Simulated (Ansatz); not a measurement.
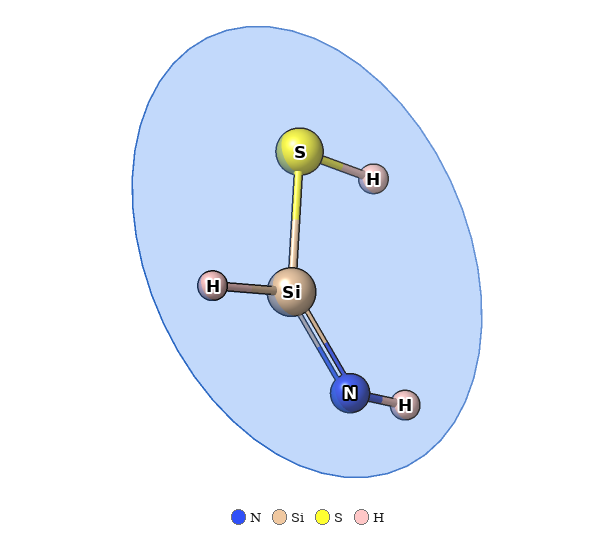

All proper rotation axes (lines) and mirror planes (discs) of the structure are drawn in. Atoms fade into the background with distance from the viewer. The computed structure is the end point of a PBE0-D4/def2-TZVP optimisation. No frequency run is at hand to confirm it as a minimum.

**Name the symmetry elements and the point group.**

It has 1 mirror plane. Point group Cs. The group has 2 operations. The geometry is achiral, and symmetry allows a dipole moment.
